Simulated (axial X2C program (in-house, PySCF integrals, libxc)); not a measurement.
# All-electron X2C curves of CaSi

Aim: find the lowest determinant of CaSi, scan the bond at several levels and fit the constants, once spin-free and once with spin–orbit coupling.

The runs use an in-house X2C program for linear molecules on PySCF integrals; all-electron X2C, Ca dyall-cv3z, Si dyall-v3z.

All values are calculated.

## 1. Input

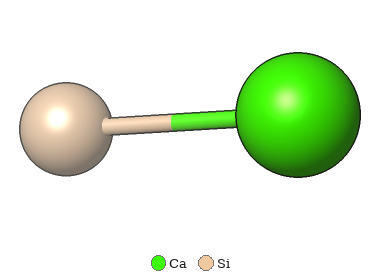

The two atoms at 2.870 Å (calcium green, silicon light orange).

Contents of task.json:

```json
{"zs": [20, 14], "q": 0, "bas": ["dyall-cv3z", "dyall-v3z"], "levels": ["PBE0", "HF", "PBE"], "cc": true, "r0": 2.87, "thr": -2.0, "nmax": 90, "npts": 10, "nst": 2, "ntry": 6}
```

Keys: zs atomic numbers; q charge; bas basis sets; levels methods (HF also brings MP2); cc coupled cluster on or off; r0 starting distance in Å; thr threshold in hartree for freezing inner shells (an s shell follows its p shell); nmax most natural virtual spinors; npts points asked for on the curve; nst determinants followed; ntry starts of the search.

Command:

```bash
python so2c.py task.json out
```

Spin-free means the one-electron spin-free X2C Hamiltonian; two-component (2c) means X2C with spin–orbit coupling and atomic mean-field two-electron Coulomb and Gaunt terms. Basis: Ca dyall-cv3z contracted to [11s12p6d4f], Si dyall-v3z contracted to [8s7p2d1f]; Gaussian nuclei, density fitting. Masses: Ca 39.963 u, Si 27.977 u.

Notation: σ, π±, δ± give the projection m of an orbital's angular momentum (0, ±1, ±2), α and β its spin, Λ and M_S the sums; ω is the projection of a spinor's total angular momentum and Ω the sum. Logs are in hartree.

The results follow Hamiltonian by Hamiltonian and level by level.

## 2. State search with PBE0

PBE0 moves the distance from 2.870 Å to 2.782 Å and compares determinants there.

Spin-free determinants:

```json
{"ΔE (eV)": "0.00", "state": "M_S = 1, Λ = 0", "open shells": "beyond closed shells: π+α, π-α"}
{"ΔE (eV)": "0.39", "state": "M_S = 2, Λ = 0", "open shells": "beyond closed shells: 2 × σα, π+α, π-α"}
{"ΔE (eV)": "0.89", "state": "M_S = 0, Λ = 2", "open shells": "beyond closed shells: π+α, π+β"}
{"ΔE (eV)": "0.89", "state": "M_S = 0, Λ = 0", "open shells": "beyond closed shells: π+β, π-α"}
{"ΔE (eV)": "0.94", "state": "M_S = 0, Λ = 0", "open shells": "beyond closed shells: 2 × σβ, π+α, π-α"}
{"ΔE (eV)": "1.10", "state": "M_S = 1, Λ = 1", "open shells": "beyond closed shells: σα, π+α"}
{"ΔE (eV)": "1.14", "state": "M_S = 0, Λ = 1", "open shells": "beyond closed shells: σα, π+β"}
```

Two-component determinants:

| ΔE (eV) | state | open shells |
| --- | --- | --- |
| 0.00 | Ω = 1 | excess of +ω over −ω: ω = -1/2, ω = 3/2 |
| 0.39 | Ω = 2 | excess of +ω over −ω: ω = 1/2, ω = 3/2 |
| 0.88 | Ω = 0 | closed shell |
| 0.91 | Ω = 0 | closed shell |
| 0.94 | Ω = 0 | excess of +ω over −ω: 3 × ω = 1/2, ω = -3/2 |
| 1.13 | Ω = 1 | excess of +ω over −ω: 2 × ω = 1/2 |
| 1.41 | Ω = 3 | excess of +ω over −ω: 3 × ω = 1/2, ω = 3/2 |

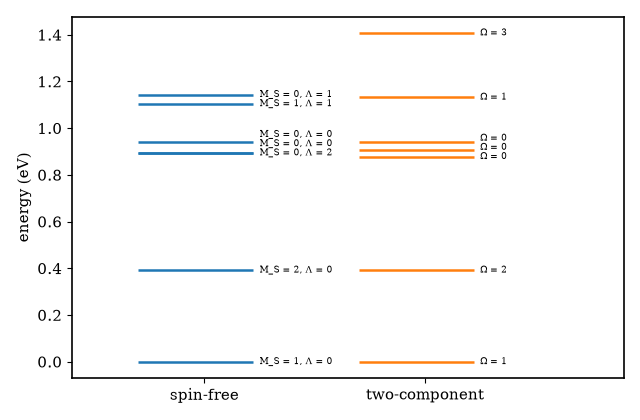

The determinants found, each set from its own lowest.

## 3. PBE0, spin-free

State followed: M_S = 1, Λ = 0 (beyond closed shells: π+α, π-α). The scan is laid around 2.782 Å, a first estimate of the minimum, and this SCF restarts from the orbitals of the search.

Output at 2.782 Å:

```text
spin-free X2C-1e  PBE0
basis functions 151  fitting functions 641  grid points 5087
iter        total energy     max residual
   1       -970.215411158     1.01e-06
   2       -970.215411158     1.03e-06
converged
one-electron -1439.63571400  Coulomb 473.14155868  exact exchange -13.97162024  xc functional -43.00974309  nuclear repulsion 53.26010750
```

Along the bond, energies from the lowest point:

```csv
R (Å),E (eV),μ (D),HOMO (eV),LUMO (eV),iterations
2.420,0.4441,-3.36,-4.28,-2.02,15
2.532,0.1854,-3.63,-4.38,-2.08,13
2.615,0.0736,-3.82,-4.45,-2.13,13
2.699,0.0159,-4.00,-4.52,-2.18,13
2.782,0.0000,-4.19,-4.59,-2.24,2
2.879,0.0214,-4.41,-4.66,-2.30,13
2.977,0.0741,-4.62,-4.73,-2.36,12
3.102,0.1728,-4.90,-4.75,-2.44,12
3.255,0.3208,-5.21,-4.66,-2.53,12
3.478,0.5545,-5.57,-4.57,-2.65,12
```

Dipoles are positive if Si is the positive end.

Outer orbitals at the reference distance:

```tsv
symmetry	occupied	ε (eV)	atomic character
π-α	yes	-30.36	100% Ca p
π+α	yes	-30.36	100% Ca p
π+β	yes	-30.32	100% Ca p
π-β	yes	-30.32	100% Ca p
σα	yes	-30.30	99% Ca p
σβ	yes	-30.17	99% Ca p
σα	yes	-12.16	73% Si s, 11% Ca p, 7% Ca s
σβ	yes	-9.73	73% Si s, 10% Ca p, 8% Ca s
σα	yes	-5.57	70% Si p, 18% Ca s, 4% Ca d
π+α	yes	-5.00	77% Si p, 13% Ca d, 8% Ca p
π-α	yes	-5.00	77% Si p, 13% Ca d, 8% Ca p
σβ	yes	-4.59	66% Ca s, 17% Si p, 14% Ca p
σα	no	-2.24	62% Ca s, 17% Ca p, 11% Ca d
σβ	no	-1.85	57% Si p, 17% Ca p, 13% Ca d
π+β	no	-1.73	53% Si p, 33% Ca p, 12% Ca d
π-β	no	-1.73	53% Si p, 33% Ca p, 12% Ca d
```

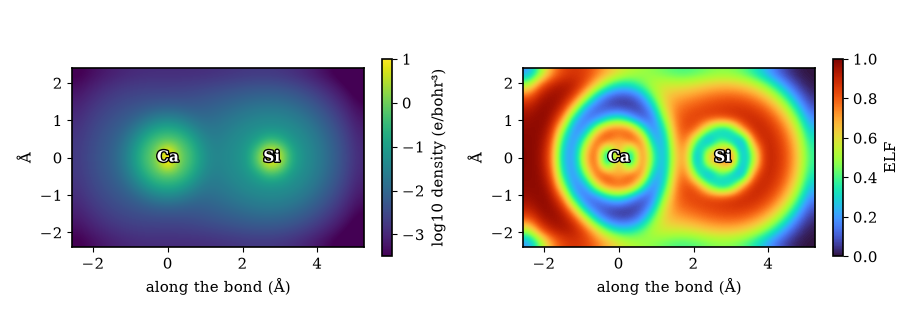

PBE0 fields in a plane through the axis, from a grid of 0.3 Å; Ca lies at z = 0 and Si at z = 2.782 Å; the ELF is damped to zero where the density is low.

Re = 2.778 Å, ωe = 277.0 cm⁻¹, ωexe = 1.22 cm⁻¹, Be = 0.1328 cm⁻¹, De = 1.68 eV, μ = -4.18 D. ⟨S²⟩ = 2.54 against 2.00 for a pure state, so this determinant mixes spins.

## 4. HF, spin-free

The SCF at the reference distance of 2.782 Å:

```text
spin-free X2C-1e  HF
basis functions 151  fitting functions 641  grid points 5087
iter        total energy     max residual
   1       -969.120528770     1.11e-01
   2       -969.141625288     5.12e-03
   3       -969.144927932     2.88e-03
   4       -969.146177020     2.04e-03
   5       -969.146771914     1.20e-03
   6       -969.146926405     6.75e-04
   7       -969.146962339     3.58e-04
   8       -969.146975226     2.18e-04
   9       -969.146980884     5.52e-05
  10       -969.146981367     1.77e-05
  11       -969.146981431     8.29e-06
  12       -969.146981439     3.43e-06
  13       -969.146981440     1.54e-06
converged
one-electron -1438.74268407  Coulomb 472.28699243  exact exchange -55.95139730  xc functional 0.00000000  nuclear repulsion 53.26010750
```

Re = 2.890 Å, ωe = 259.2 cm⁻¹, ωexe = 1.07 cm⁻¹, Be = 0.1226 cm⁻¹, De = 1.31 eV, μ = -3.90 D. ⟨S²⟩ = 2.88 against 2.00 for a pure state, so this determinant mixes spins.

## 5. PBE, spin-free

Output at 2.782 Å:

```text
spin-free X2C-1e  PBE
basis functions 151  fitting functions 641  grid points 5087
iter        total energy     max residual
   1       -970.155345824     3.83e-02
   2       -970.157746440     5.23e-03
   3       -970.149856889     1.44e-02
   4       -970.158591964     2.13e-03
   5       -970.158913310     6.70e-04
   6       -970.158940439     6.16e-04
   7       -970.158960638     1.96e-04
   8       -970.158967544     4.50e-05
   9       -970.158967788     9.08e-06
  10       -970.158967794     3.24e-06
  11       -970.158967795     4.15e-07
converged
one-electron -1439.90139890  Coulomb 473.39333221  exact exchange 0.00000000  xc functional -56.91100861  nuclear repulsion 53.26010750
```

Re = 2.763 Å, ωe = 279.7 cm⁻¹, ωexe = 1.29 cm⁻¹, Be = 0.1342 cm⁻¹, De = 1.83 eV, μ = -4.43 D. ⟨S²⟩ = 2.28 against 2.00 for a pure state, so this determinant mixes spins.

## 6. MP2 and beyond, spin-free

Correlated methods: 14 electrons correlated (frozen shells, counted by type: Ca 2 s, 1 p; Si 2 s, 1 p), 222 virtual spinors in MP2, 90 natural virtuals in coupled cluster.

Output of the correlated part at 2.782 Å:

```text
correlated 14  virtual 222  natural virtual 90  E(MP2) -0.337642190  MP2 remainder -0.017772611
iter   CCSD correlation   residual
   1     -0.347263458   1.17e-01
   2     -0.355795320   4.45e-02
   3     -0.356516148   2.15e-02
   4     -0.356808723   1.37e-02
   5     -0.356965759   6.58e-03
   6     -0.357032101   2.74e-03
   7     -0.357048357   1.16e-03
   8     -0.357045480   4.49e-04
   9     -0.357044061   1.75e-04
  10     -0.357044729   6.25e-05
  11     -0.357044983   2.24e-05
  12     -0.357045147   7.94e-06
  13     -0.357045184   3.28e-06
  14     -0.357045219   1.38e-06
  15     -0.357045226   6.06e-07
(T) -0.012287770  T1 0.0356  D1 0.1211  max T2 0.048
```

T1 in the output is the amplitude norm over the root of the electron number; divide by √2 for the Lee–Taylor value.

MP2: No constants are quoted: the reference is strongly spin-contaminated.

CCSD: Re = 2.830 Å, ωe = 268.1 cm⁻¹, ωexe = 1.19 cm⁻¹, Be = 0.1279 cm⁻¹, De = 1.19 eV. T1 at Re = 0.025 (Lee–Taylor, the printed value over √2).

CCSD(T): Re = 2.822 Å, ωe = 269.9 cm⁻¹, ωexe = 1.21 cm⁻¹, Be = 0.1286 cm⁻¹, De = 1.20 eV. T1 at Re = 0.025 (Lee–Taylor, the printed value over √2).

## 7. A higher determinant, spin-free

State: M_S = 2, Λ = 0 (beyond closed shells: 2 × σα, π+α, π-α).

Output at the reference distance:

```text
spin-free X2C-1e  PBE0
basis functions 151  fitting functions 641  grid points 5087
iter        total energy     max residual
   1       -970.201010542     3.05e-06
   2       -970.201010544     1.86e-06
converged
one-electron -1439.56099584  Coulomb 473.10079572  exact exchange -13.98028508  xc functional -43.02063283  nuclear repulsion 53.26010750
```

```csv
R (Å),E above the lowest PBE0 point (eV)
2.420,0.812
2.532,0.565
2.615,0.459
2.699,0.405
2.782,0.392
2.879,0.416
2.977,0.472
3.102,0.576
3.255,0.735
```

Re = 2.772 Å, ωe = 278.4 cm⁻¹, ωexe = 1.03 cm⁻¹, Be = 0.1334 cm⁻¹, μ = -3.39 D. Te = 0.39 eV.

## 8. The spin-free curves together

Energy (eV) of the followed determinant, spin-free, from each level's lowest point:

```csv
R (Å),PBE0,HF,MP2 (spin-contaminated),CCSD,CCSD(T),PBE
2.420,0.444,0.747,0.548,n/a,n/a,0.409
2.532,0.185,0.384,0.250,0.263,0.253,0.163
2.615,0.074,0.206,0.114,0.122,0.115,0.060
2.699,0.016,0.091,0.034,0.038,0.035,0.010
2.782,0.000,0.026,0.000,0.000,0.000,0.000
2.879,0.021,0.000,0.004,0.000,0.003,0.027
2.977,0.074,0.014,0.043,0.035,0.041,0.085
3.102,0.173,0.073,0.129,0.116,0.125,0.188
3.255,0.321,0.188,0.270,n/a,n/a,0.339
3.478,0.555,0.394,0.504,n/a,n/a,0.574
```

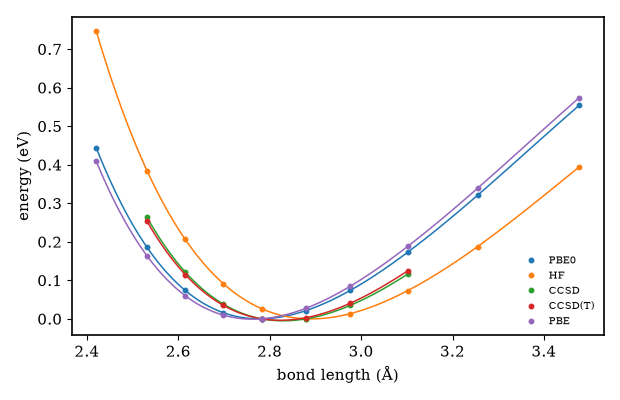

Curves of the followed state, spin-free, each from its own lowest point. Left out: MP2.

## 9. PBE0, 2c

State followed: Ω = 1 (excess of +ω over −ω: ω = -1/2, ω = 3/2). The scan is laid around 2.782 Å, a first estimate of the minimum, and this SCF restarts from the orbitals of the search.

The SCF at the reference distance of 2.782 Å:

```text
two-component X2C + atomic mean field  PBE0
basis functions 151  fitting functions 641  grid points 5087
iter        total energy     max residual
   1       -970.043915119     3.41e-05
   2       -970.043915135     3.62e-05
   3       -970.043915169     5.45e-06
   4       -970.043915172     3.84e-06
   5       -970.043915175     1.27e-06
   6       -970.043915175     3.69e-07
converged
one-electron -1439.18898227  Coulomb 473.02579194  exact exchange -13.96813084  xc functional -42.99895284  nuclear repulsion 53.26010750  atomic mean-field constant -0.17374866
```

Along the bond, energies from the lowest point:

```csv
R (Å),E (eV),μ (D),HOMO (eV),LUMO (eV),iterations
2.420,0.4442,-3.36,-4.28,-2.02,15
2.532,0.1854,-3.63,-4.38,-2.08,13
2.615,0.0737,-3.82,-4.45,-2.13,13
2.699,0.0159,-4.00,-4.52,-2.18,13
2.782,0.0000,-4.19,-4.59,-2.24,6
2.879,0.0214,-4.40,-4.66,-2.30,13
2.977,0.0741,-4.62,-4.73,-2.36,12
3.102,0.1728,-4.90,-4.74,-2.44,12
3.255,0.3208,-5.21,-4.65,-2.53,12
3.478,0.5544,-5.57,-4.56,-2.65,12
```

Dipoles are positive if Si is the positive end.

Outer spinors at the reference distance:

| ω | occupied | ε (eV) | atomic character | λ mixture |
| --- | --- | --- | --- | --- |
| -1/2 | yes | -30.55 | 100% Ca p | 84% π, 16% σ |
| 1/2 | yes | -30.54 | 100% Ca p | 69% π, 31% σ |
| 3/2 | yes | -30.23 | 100% Ca p | 100% π |
| -3/2 | yes | -30.18 | 100% Ca p | 100% π |
| 1/2 | yes | -30.17 | 99% Ca p | 69% σ, 31% π |
| -1/2 | yes | -30.08 | 99% Ca p | 84% σ, 16% π |
| 1/2 | yes | -12.16 | 73% Si s, 11% Ca p, 7% Ca s | 100% σ |
| -1/2 | yes | -9.73 | 73% Si s, 10% Ca p, 8% Ca s | 100% σ |
| 1/2 | yes | -5.57 | 70% Si p, 18% Ca s, 4% Ca d | 100% σ |
| -1/2 | yes | -5.01 | 77% Si p, 13% Ca d, 8% Ca p | 100% π |
| 3/2 | yes | -4.99 | 77% Si p, 13% Ca d, 8% Ca p | 100% π |
| -1/2 | yes | -4.59 | 66% Ca s, 17% Si p, 14% Ca p | 100% σ |
| 1/2 | no | -2.24 | 62% Ca s, 17% Ca p, 11% Ca d | 100% σ |
| -1/2 | no | -1.85 | 57% Si p, 17% Ca p, 13% Ca d | 100% σ |
| 1/2 | no | -1.73 | 53% Si p, 33% Ca p, 12% Ca d | 100% π |
| -3/2 | no | -1.72 | 53% Si p, 33% Ca p, 12% Ca d | 100% π |

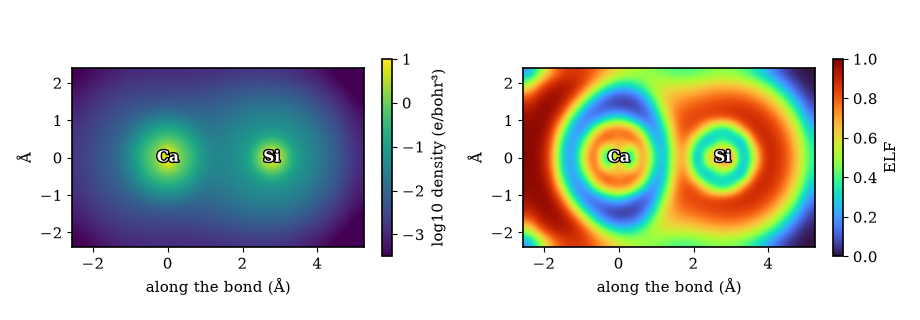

PBE0 fields in a plane through the axis, from a grid of 0.3 Å; Ca lies at z = 0 and Si at z = 2.782 Å; the ELF is damped to zero where the density is low.

Re = 2.778 Å, ωe = 277.0 cm⁻¹, ωexe = 1.22 cm⁻¹, Be = 0.1327 cm⁻¹, De = 1.68 eV, μ = -4.18 D.

## 10. HF, 2c

Output at 2.782 Å:

```text
two-component X2C + atomic mean field  HF
basis functions 151  fitting functions 641  grid points 5087
iter        total energy     max residual
   1       -968.949354838     1.11e-01
   2       -968.970462640     5.13e-03
   3       -968.973770529     2.88e-03
   4       -968.975021869     2.04e-03
   5       -968.975618195     1.20e-03
   6       -968.975773042     6.75e-04
   7       -968.975809004     3.57e-04
   8       -968.975821897     2.18e-04
   9       -968.975827565     5.53e-05
  10       -968.975828050     1.77e-05
  11       -968.975828115     8.32e-06
  12       -968.975828123     3.42e-06
  13       -968.975828125     1.55e-06
converged
one-electron -1438.29477459  Coulomb 472.17002702  exact exchange -55.93743938  xc functional 0.00000000  nuclear repulsion 53.26010750  atomic mean-field constant -0.17374866
```

Re = 2.891 Å, ωe = 259.1 cm⁻¹, ωexe = 1.07 cm⁻¹, Be = 0.1226 cm⁻¹, De = 1.31 eV, μ = -3.91 D.

## 11. PBE, 2c

Output at 2.782 Å:

```text
two-component X2C + atomic mean field  PBE
basis functions 151  fitting functions 641  grid points 5087
iter        total energy     max residual
   1       -969.983729568     3.83e-02
   2       -969.986123626     5.27e-03
   3       -969.978151990     1.45e-02
   4       -969.986975442     2.13e-03
   5       -969.987299577     6.72e-04
   6       -969.987326784     6.17e-04
   7       -969.987347062     1.96e-04
   8       -969.987354026     4.55e-05
   9       -969.987354275     9.14e-06
  10       -969.987354281     3.26e-06
  11       -969.987354282     4.26e-07
converged
one-electron -1439.45550065  Coulomb 473.27843640  exact exchange 0.00000000  xc functional -56.89664887  nuclear repulsion 53.26010750  atomic mean-field constant -0.17374866
```

Re = 2.763 Å, ωe = 279.7 cm⁻¹, ωexe = 1.29 cm⁻¹, Be = 0.1342 cm⁻¹, De = 1.83 eV, μ = -4.42 D.

## 12. MP2 and beyond, 2c

Correlated methods: 14 electrons correlated (frozen shells, counted by type: Ca 2 s, 1 p; Si 2 s, 1 p), 222 virtual spinors in MP2, 90 natural virtuals in coupled cluster.

Output of the correlated part at 2.782 Å:

```text
correlated 14  virtual 222  natural virtual 90  E(MP2) -0.337762149  MP2 remainder -0.017772326
iter   CCSD correlation   residual
   1     -0.347378805   1.17e-01
   2     -0.355914314   4.45e-02
   3     -0.356636512   2.15e-02
   4     -0.356929461   1.37e-02
   5     -0.357086700   6.59e-03
   6     -0.357153196   2.74e-03
   7     -0.357169512   1.16e-03
   8     -0.357166657   4.50e-04
   9     -0.357165234   1.75e-04
  10     -0.357165899   6.28e-05
  11     -0.357166153   2.26e-05
  12     -0.357166319   8.11e-06
  13     -0.357166356   3.51e-06
  14     -0.357166392   1.69e-06
  15     -0.357166400   9.72e-07
(T) -0.012300802  T1 0.0356  D1 0.1212  max T2 0.048
```

MP2: No constants are quoted: the reference is strongly spin-contaminated.

CCSD: Re = 2.830 Å, ωe = 268.0 cm⁻¹, ωexe = 1.18 cm⁻¹, Be = 0.1279 cm⁻¹, De = 1.19 eV. T1 at Re = 0.025 (Lee–Taylor, the printed value over √2).

CCSD(T): Re = 2.823 Å, ωe = 269.8 cm⁻¹, ωexe = 1.2 cm⁻¹, Be = 0.1286 cm⁻¹, De = 1.20 eV. T1 at Re = 0.025 (Lee–Taylor, the printed value over √2).

## 13. A higher determinant, 2c

State: Ω = 2 (excess of +ω over −ω: ω = 1/2, ω = 3/2).

Output at the reference distance:

```text
two-component X2C + atomic mean field  PBE0
basis functions 151  fitting functions 641  grid points 5087
iter        total energy     max residual
   1       -970.029511982     1.39e-05
   2       -970.029512017     9.05e-06
   3       -970.029512028     7.15e-06
   4       -970.029512041     3.28e-06
   5       -970.029512045     7.94e-07
   6       -970.029512045     4.31e-07
converged
one-electron -1439.11500336  Coulomb 472.98579285  exact exchange -13.97679916  xc functional -43.00986120  nuclear repulsion 53.26010750  atomic mean-field constant -0.17374866
```

```csv
R (Å),E above the lowest PBE0 point (eV)
2.420,0.812
2.532,0.566
2.615,0.459
2.699,0.405
2.782,0.392
2.879,0.416
2.977,0.472
3.102,0.576
3.255,0.735
```

Re = 2.772 Å, ωe = 278.3 cm⁻¹, ωexe = 1.03 cm⁻¹, Be = 0.1333 cm⁻¹, μ = -3.39 D. Te = 0.39 eV.

## 14. The 2c curves together

Energy (eV) of the followed determinant, 2c, from each level's lowest point:

```csv
R (Å),PBE0,HF,MP2 (spin-contaminated),CCSD,CCSD(T),PBE
2.420,0.444,0.748,0.549,n/a,n/a,0.409
2.532,0.185,0.385,0.251,0.263,0.253,0.163
2.615,0.074,0.206,0.114,0.122,0.115,0.060
2.699,0.016,0.092,0.034,0.038,0.035,0.010
2.782,0.000,0.027,0.000,0.000,0.000,0.000
2.879,0.021,0.000,0.004,0.000,0.003,0.027
2.977,0.074,0.014,0.043,0.035,0.041,0.085
3.102,0.173,0.073,0.129,0.116,0.124,0.188
3.255,0.321,0.187,0.269,n/a,n/a,0.339
3.478,0.554,0.394,0.504,n/a,n/a,0.574
```

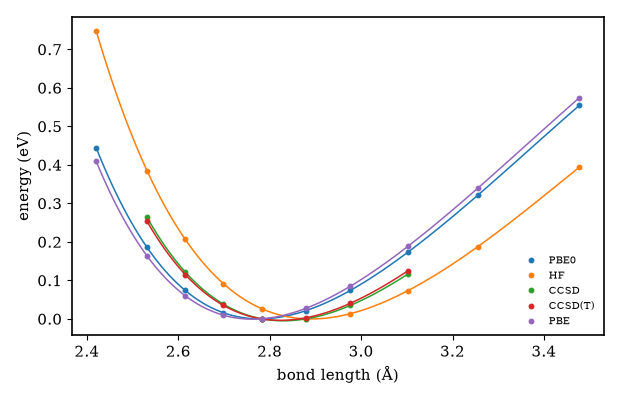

Curves of the followed state, 2c, each from its own lowest point. Left out: MP2.

Time for the job: 2 min (1 thread of Arm Neoverse V2, shared host).

## 15. What came out

Lowest determinant that the search found at its distance, spin-free: M_S = 1, Λ = 0 (beyond closed shells: π+α, π-α).

Lowest determinant that the search found at its distance, 2c: Ω = 1 (excess of +ω over −ω: ω = -1/2, ω = 3/2).

| Hamiltonian | level | Re (Å) | ωe (cm⁻¹) | De (eV) | μ (D) |
| --- | --- | --- | --- | --- | --- |
| spin-free | PBE0 | 2.778 | 277.0 | 1.68 | -4.18 |
| spin-free | HF | 2.890 | 259.2 | 1.31 | -3.90 |
| spin-free | CCSD | 2.830 | 268.1 | 1.19 | n/a |
| spin-free | CCSD(T) | 2.822 | 269.9 | 1.20 | n/a |
| spin-free | PBE | 2.763 | 279.7 | 1.83 | -4.43 |
| 2c | PBE0 | 2.778 | 277.0 | 1.68 | -4.18 |
| 2c | HF | 2.891 | 259.1 | 1.31 | -3.91 |
| 2c | CCSD | 2.830 | 268.0 | 1.19 | n/a |
| 2c | CCSD(T) | 2.823 | 269.8 | 1.20 | n/a |
| 2c | PBE | 2.763 | 279.7 | 1.83 | -4.42 |

Dipoles are positive if Si is the positive end. No constants: spin-free MP2 (the reference is strongly spin-contaminated); 2c MP2 (the reference is strongly spin-contaminated). Spin-free ⟨S²⟩ is off its pure value at PBE0 2.54, HF 2.88, PBE 2.28.

Time per point (s) on 1 thread of Arm Neoverse V2, shared host (2c runs; CCSD comes with the CCSD(T) run); the times are rough: PBE0 0.38, HF 0.24, CCSD(T) 5.9, PBE 0.28.

At CCSD(T), going from spin-free to two-component changes Re by 0 mÅ, ωe by 0.0 %; the spin-free picture holds up (part of it comes from the scalar share of the two-electron terms). De moves by 0.00 eV; both De rest on single-determinant atoms, which can miss part of an open shell's spin–orbit lowering.

De refers to Ca + Si, each in the lowest determinant found, which need not be this curve's own limit. Each curve is one determinant whose occupation by symmetry is held fixed; it was picked as the lowest of a PBE0 search that is not exhaustive. De is counted from the lowest determinant-based energies of the atoms at the same level, without counterpoise correction. Density functionals use the spin component along the axis (collinear). Coupled cluster ran in a truncated set of natural virtual spinors; the MP2 energy of the rest was added. With several unpaired electrons one determinant need not be a pure state. The spin-free determinant is spin-contaminated at some levels. T1 at Re is 0.025 (Lee–Taylor), above the customary mark of 0.02.
